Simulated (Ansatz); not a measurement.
# Calculations on SiN2H5F

**1. Relaxation**

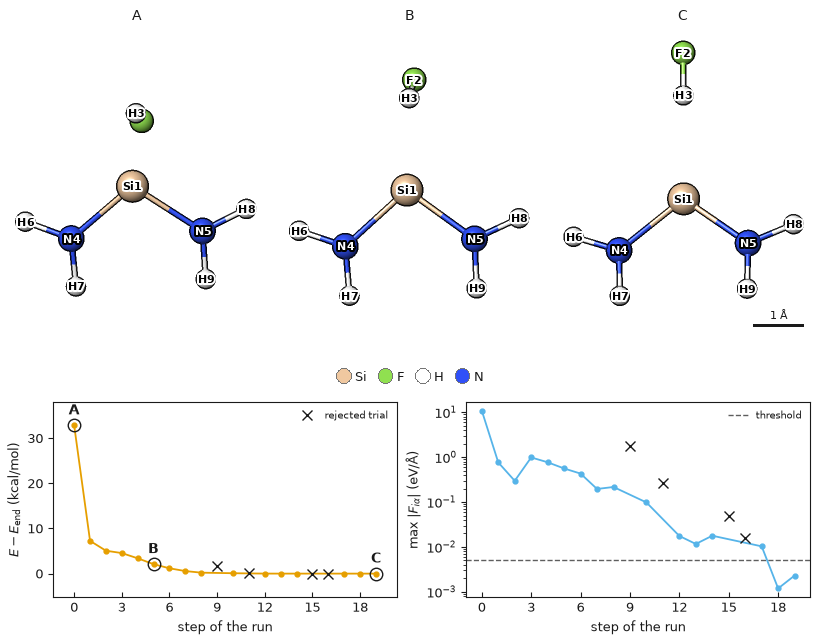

Frames of a relaxation of SiN2H5F (started from a transition state, displaced along its imaginary mode), marked on the history of the run. Style: ball-and-stick. Shown at a tilt.

Computed with RKS PBE0-D4/def2-TZVP in Ansatz 0.2.0.

Input
```yaml
crystal:
  periodic: [false, false, false]
  atoms:
    - {symbol: Si, position_ang: [0.663714, 0.207388, -0.241073]}
    - {symbol: F, position_ang: [-0.017240, -1.545162, -1.692606]}
    - {symbol: H, position_ang: [0.629795, -1.079766, -1.642427]}
    - {symbol: N, position_ang: [-0.639010, 1.286615, -0.357862]}
    - {symbol: N, position_ang: [0.522037, -0.525352, 1.281616]}
    - {symbol: H, position_ang: [-0.826933, 1.762446, -1.227217]}
    - {symbol: H, position_ang: [-1.310872, 1.481817, 0.356428]}
    - {symbol: H, position_ang: [1.129103, -1.289059, 1.537880]}
    - {symbol: H, position_ang: [-0.150594, -0.298927, 1.985261]}
basis:
  gaussian: {orbitals: def2-TZVP}
hamiltonian: {xc: pbe0, dispersion: d4}
relax: {f_tol: 0.005, max_steps: 200}
```

Launched with:
```bash
ansatz run in.yaml --threads 4 --pin off --events-out ev --progress --plain --max-ram 9574MiB
```

Describe the path.

Answer. The atom that moves furthest after the best rigid fit is F2 (1.39 Å). Largest moves by element: F 1.39 Å, Si 0.70 Å, H 0.63 Å, N 0.25 Å. Among the contacts that change: Si1–F2 2.375 → 3.240 Å, Si1–H3 1.903 → 2.296 Å, F2–H3 0.799 → 0.944 Å, N4–H7 1.000 → 1.009 Å. Among the angles between lasting bonds that change: N4–Si1–N5 105.8° → 102.7°. The energy falls by 32.8 kcal/mol in 15 accepted moves (19 points after the start). Largest force component: 11 eV/Å at the start, 0.0023 eV/Å at the end. The line search rejected the trial steps at points 9, 11, 15, 16 of the run. The run took 27 s on 4 threads of Arm Neoverse V2, with other jobs on the host. From step 0 to 5: F2 moves most (0.89 Å), energy −30.7 kcal/mol. From step 5 to 19: F2 moves most (0.60 Å), energy −2.09 kcal/mol.

```json
{"step": "0", "E − E(0), kcal/mol": "0.00", "largest force component, eV/Å": "10.9040", "note": ""}
{"step": "1", "E − E(0), kcal/mol": "-25.58", "largest force component, eV/Å": "0.7644", "note": ""}
{"step": "2", "E − E(0), kcal/mol": "-27.76", "largest force component, eV/Å": "0.2974", "note": ""}
{"step": "3", "E − E(0), kcal/mol": "-28.28", "largest force component, eV/Å": "0.9877", "note": ""}
{"step": "4", "E − E(0), kcal/mol": "-29.44", "largest force component, eV/Å": "0.7703", "note": ""}
{"step": "5", "E − E(0), kcal/mol": "-30.74", "largest force component, eV/Å": "0.5604", "note": ""}
{"step": "6", "E − E(0), kcal/mol": "-31.66", "largest force component, eV/Å": "0.4308", "note": ""}
{"step": "7", "E − E(0), kcal/mol": "-32.27", "largest force component, eV/Å": "0.1957", "note": ""}
{"step": "8", "E − E(0), kcal/mol": "-32.62", "largest force component, eV/Å": "0.2167", "note": ""}
{"step": "9", "E − E(0), kcal/mol": "-31.11", "largest force component, eV/Å": "1.7677", "note": "rejected"}
{"step": "10", "E − E(0), kcal/mol": "-32.75", "largest force component, eV/Å": "0.0980", "note": ""}
{"step": "11", "E − E(0), kcal/mol": "-32.61", "largest force component, eV/Å": "0.2663", "note": "rejected"}
{"step": "12", "E − E(0), kcal/mol": "-32.83", "largest force component, eV/Å": "0.0175", "note": ""}
{"step": "13", "E − E(0), kcal/mol": "-32.83", "largest force component, eV/Å": "0.0116", "note": ""}
{"step": "14", "E − E(0), kcal/mol": "-32.83", "largest force component, eV/Å": "0.0178", "note": ""}
{"step": "15", "E − E(0), kcal/mol": "-32.83", "largest force component, eV/Å": "0.0484", "note": "rejected"}
{"step": "16", "E − E(0), kcal/mol": "-32.83", "largest force component, eV/Å": "0.0162", "note": "rejected"}
{"step": "17", "E − E(0), kcal/mol": "-32.83", "largest force component, eV/Å": "0.0103", "note": ""}
{"step": "18", "E − E(0), kcal/mol": "-32.84", "largest force component, eV/Å": "0.0012", "note": ""}
{"step": "19", "E − E(0), kcal/mol": "-32.84", "largest force component, eV/Å": "0.0023", "note": ""}
```

**2. Relaxation**

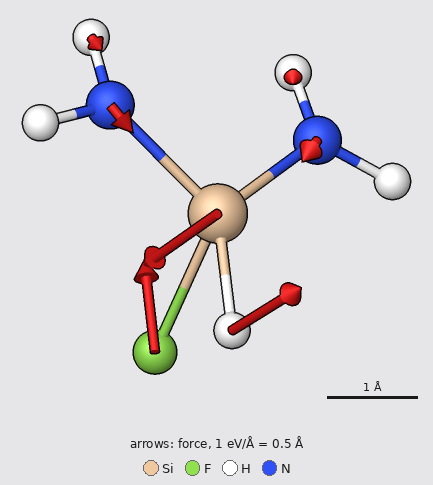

Starting geometry of SiN₂H₅F (started from a transition state, displaced along its imaginary mode) with the computed forces as red arrows. The picture is a ball-and-stick view, seen at a tilt.

The calculation used RKS PBE0-D4/def2-TZVP (Ansatz). Settings: force threshold 0.005 eV/Å; at most 200 steps.

**What follows when this structure is relaxed?**

It isn't relaxed: the largest force vector, on the Si atom, is 3.15 eV/Å. The final displacements follow the starting forces only in part (cosine between the two patterns 0.48). Over 15 accepted moves (16 points after the start) the energy falls by 219.8 kJ/mol. The largest force component goes from 2.5 to 0.0033 eV/Å. The line search rejected the trial step at point 7 of the run. An H atom moves most after the best rigid fit: 0.95 Å. Largest moves by element: H 0.95 Å, F 0.41 Å, Si 0.24 Å, N 0.22 Å. Among the contacts that change: F–Si 1.844 → 1.604 Å, N–Si 1.725 → 1.694 Å, H–Si 1.467 → 1.482 Å, H–N 1.015 → 1.006 Å. Among the angles between lasting bonds that change: F–Si–H 58.5° → 104.4°, H–Si–N 128.4° → 106.2°, F–Si–N 113.0° → 103.7°.

**3. Reaction**

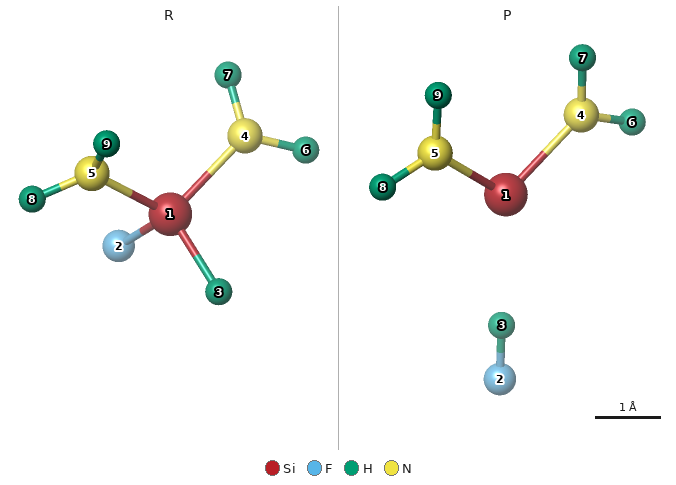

Reactant (R) and product (P) of one elementary step of SiN2H5F. A ball-and-stick model, seen at a tilt.

Stationary points at PBE0-D4/def2-TZVP, single-point energies with PBE-QIDH, BLYP-D4, B97M-V, wB97X-V, r2SCAN-D4, PBE-D4 (def2-TZVPP where no basis is named; Ansatz 0.2.0). The energies are electronic, without zero-point or thermal terms, and both ends are the minima reached downhill from the saddle, with any fragments still in contact.

R:
```xyz
9

Si    0.1942   -0.2703   -0.4403
F    -0.5193   -1.5603   -1.0714
H     1.3812   -0.0490   -1.2997
N    -0.6918    1.1725   -0.4801
N     0.4264   -0.6943    1.1886
H    -0.6787    1.7735   -1.2868
H    -1.5168    1.3038    0.0818
H     0.6183   -1.6450    1.4551
H     0.7866   -0.0309    1.8529
```

P:
```xyz
9

Si    0.0537   -0.1378   -0.1863
F     0.7943   -1.9753   -2.7505
H     0.5780   -1.4409   -2.0028
N    -0.7605    1.3580   -0.1544
N     0.3831   -0.4193    1.4611
H    -1.0817    1.7789   -1.0108
H    -0.9823    1.9214    0.6522
H     0.8698   -1.2534    1.7459
H     0.1457    0.1684    2.2456
```

What is the transition state like, and how high is the barrier?

Counted by bonded pieces, R holds SiH₅N₂F and P holds HF + SiH₄N₂. From R over the saddle to P, a bond forms: F2–H3 (2.44 → 1.22 → 0.94 Å). Bonds break: Si1–F2 (1.60 → 2.11 → 3.24 Å), Si1–H3 (1.48 → 1.61 → 2.30 Å). The saddle has one imaginary mode, 1256i cm⁻¹. With PBE-QIDH the barrier is 89.2 kcal/mol from R and 25.6 kcal/mol from P, and P lies 63.6 kcal/mol above R.

```
    level  barrier from R (kcal/mol)  barrier from P (kcal/mol)  P less R (kcal/mol)
 PBE-QIDH                       89.2                       25.6                 63.6
  BLYP-D4                       74.7                       20.5                 54.2
   B97M-V                       84.8                       21.7                 63.1
  wB97X-V                       86.6                       23.8                 62.8
r2SCAN-D4                       82.1                       19.1                 63.1
   PBE-D4                       72.8                       18.6                 54.2
```

Saddle geometry:

```xyz
9

Si    0.5259    0.0347   -0.3359
F    -0.1765   -1.5300   -1.5571
H     0.8665   -0.8988   -1.6073
N    -0.6197    1.2807   -0.3745
N     0.5420   -0.5265    1.2613
H    -0.8327    1.7579   -1.2337
H    -1.2912    1.4751    0.3506
H     1.1229   -1.3018    1.5299
H    -0.1372   -0.2914    1.9666
```

The saddle point in the same view, with dashed sticks for the bonds that form or break:

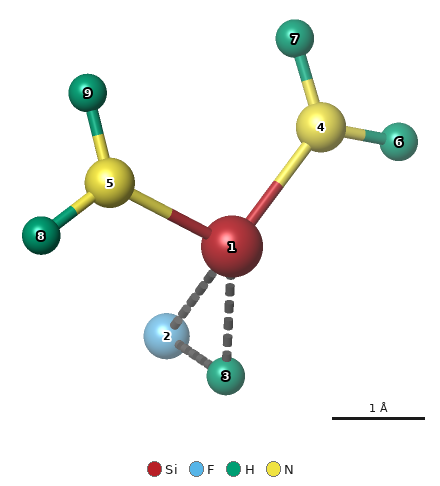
